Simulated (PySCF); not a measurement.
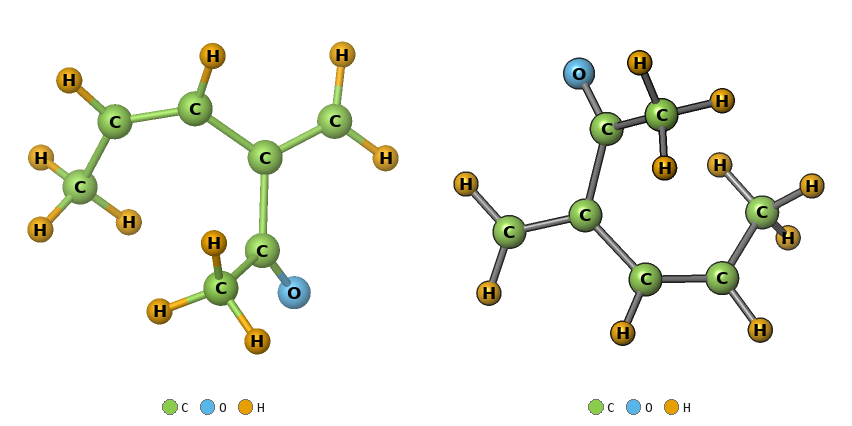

The same structure drawn twice, from different directions.

The geometry was computed by an optimisation with GFN2-xTB. No frequency run is at hand to confirm it as a minimum.

Identify the structure.

Formula C7H10O. SMILES: `C=C(/C=C\C)C(C)=O`. It has no ring. Among its groups: ketone, alkene. The point group is C1. Coordination: 5 C trigonal planar; 2 C tetrahedral.

More results for the same structure follow; atom numbers are the same in all pictures, views and colours differ.

### Shape

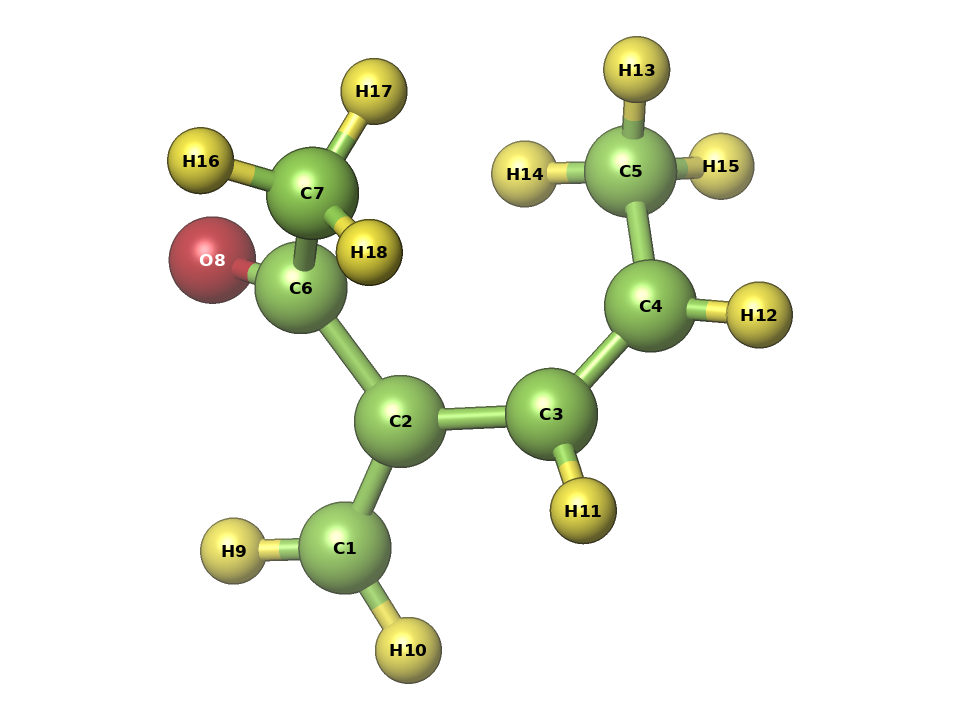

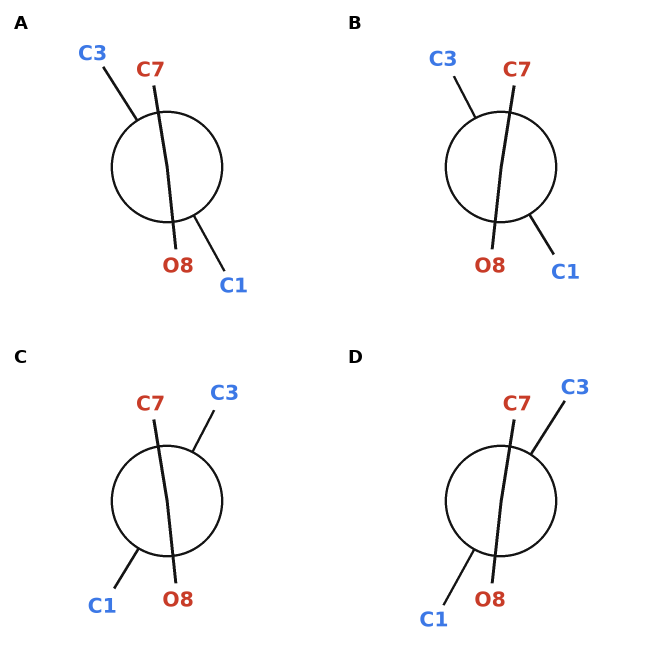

Depth is shown by fading: the farther an atom, the more it takes the colour of the background. Bonds that would overlap in a projection are set slightly apart. No frequency run is at hand to confirm it as a minimum.

Which Newman projection shows the view along C6–C2, with C6 in front?

Answer. B. The torsion angle O8–C6–C2–C1 is −37°, synclinal (gauche).

### Excitation

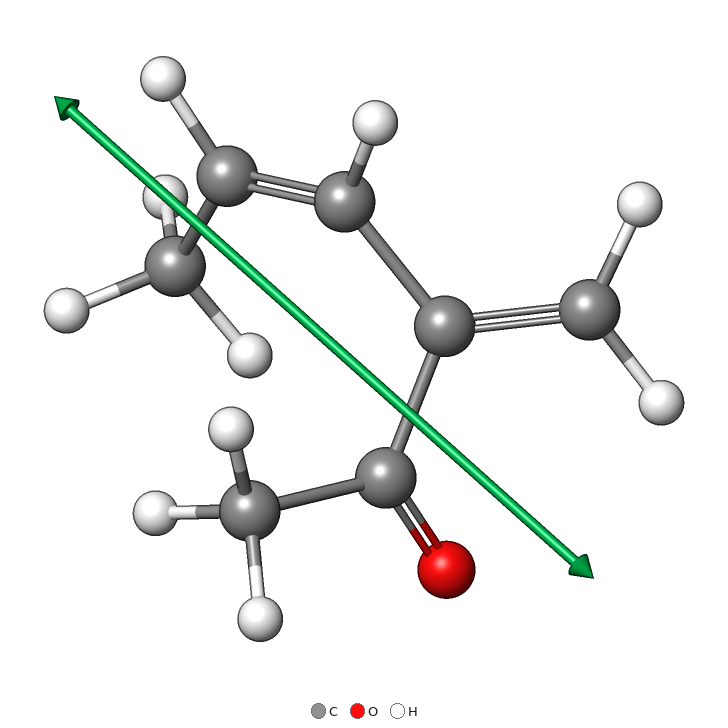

The double arrow shows the direction of the transition dipole to excited singlet state 4 (its length means nothing). No frequency run is at hand to confirm it as a minimum. Level of theory: TDDFT PBE0/def2-SVPD, vertical, gas phase, core orbitals frozen in the response (PySCF 2.14.0).

Where does the transition lie, and how strong is it?

Answer. 6.05 eV (205 nm), oscillator strength 0.21, mainly HOMO → LUMO+1 (weight 0.76); transition dipole 3.00 D.

### NMR shielding

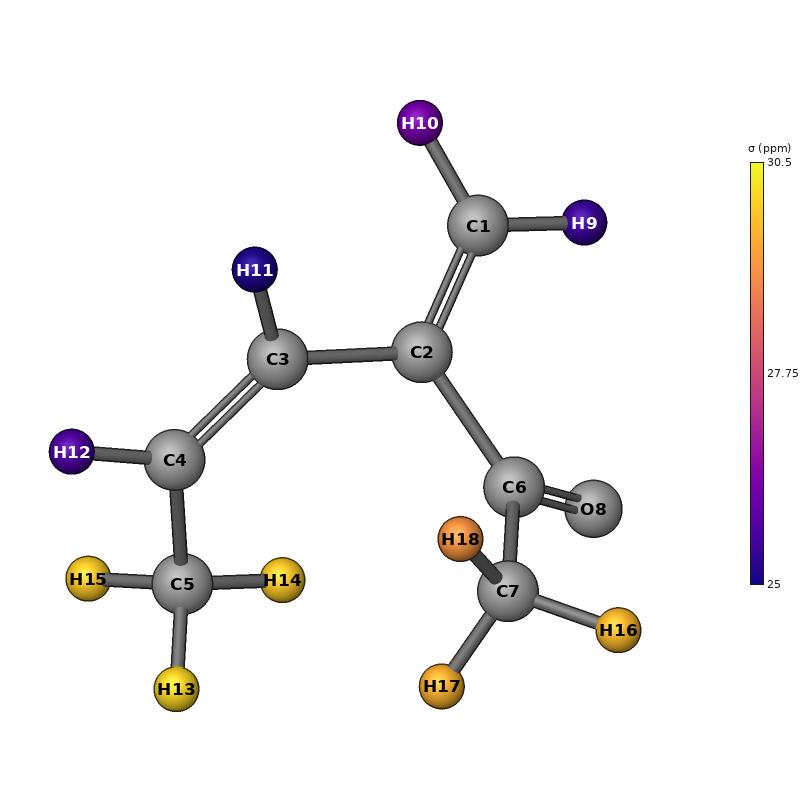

Atoms are coloured by their isotropic NMR shieldings (H only, the others grey). No frequency run is at hand to confirm it as a minimum. Properties computed with GIAO PBE0/pcSseg-1 NMR shielding, non-relativistic, gas phase (PySCF 2.14.0).

Which H atom is the most shielded (lowest chemical shift)?

Answer. H13 (30.06 ppm).

Which H atom is the least shielded (highest chemical shift)?

Answer. H11 (25.17 ppm).

How wide is the range of H shifts?

Answer. 4.89 ppm.

Give the isotropic NMR shieldings of the H atoms atom by atom.

| atom | σ (ppm) |
| --- | --- |
| H9 | 25.48 |
| H10 | 26.23 |
| H11 | 25.17 |
| H12 | 25.71 |
| H13 | 30.06 |
| H14 | 29.88 |
| H15 | 29.92 |
| H16 | 29.69 |
| H17 | 29.57 |
| H18 | 29.15 |

### Charges

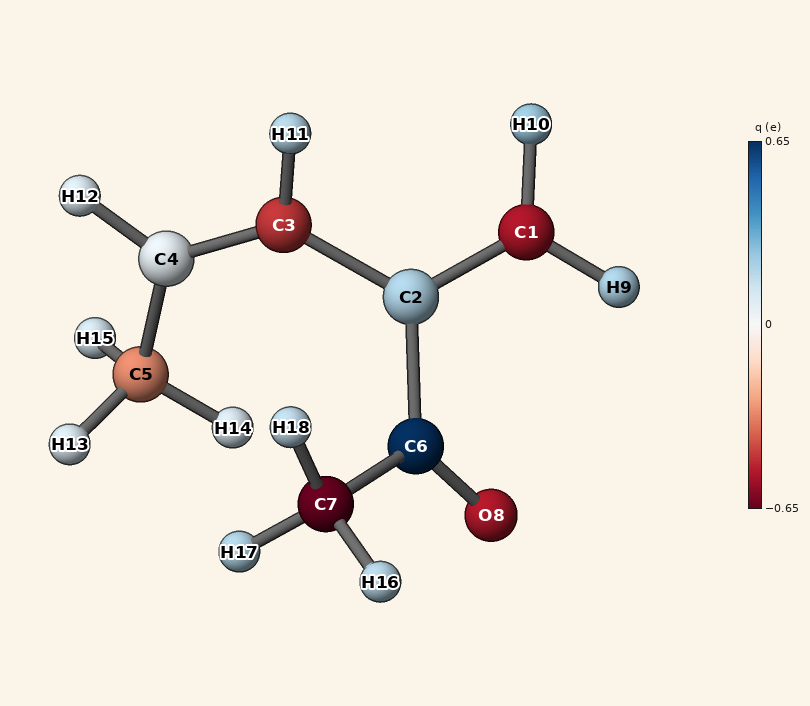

Atoms are coloured by their ESP-fitted charges. No frequency run is at hand to confirm it as a minimum. Level of theory: PBE0/pcSseg-1, gas phase (PySCF 2.14.0).

Which atom carries the highest charge (most positive or least negative)?

Answer. C6 (0.65 e).

And the lowest?

Answer. C7 (−0.64 e).

Give the ESP-fitted charges atom by atom.

```csv
atom,value (e)
C1,−0.52
C2,0.20
C3,−0.46
C4,0.05
C5,−0.30
C6,0.65
C7,−0.64
O8,−0.51
H9,0.20
H10,0.23
H11,0.18
H12,0.09
H13,0.10
H14,0.10
H15,0.11
H16,0.18
H17,0.19
H18,0.16
```

### Quadrupole coupling

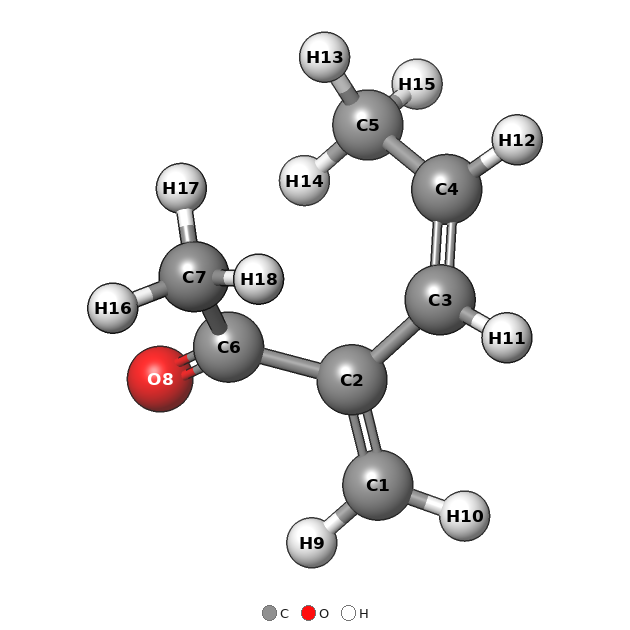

No frequency run is at hand to confirm it as a minimum. Electric field gradients from the ground-state density, PBE0/pcSseg-1 (PySCF 2.14.0), non-relativistic apart from any core potentials.

Give the largest field-gradient component, the quadrupole coupling constant and the asymmetry for 17O at O8 (Q = −25.6 mb), 2H at H9 (Q = 2.86 mb), 2H at H10 (Q = 2.86 mb).

| atom | V_zz (a.u.) | e²qQ/h (MHz) | η |
| --- | --- | --- | --- |
| O8 | −1.985 | 11.94 | 0.45 |
| H9 | 0.331 | 0.223 | 0.04 |
| H10 | 0.334 | 0.224 | 0.04 |
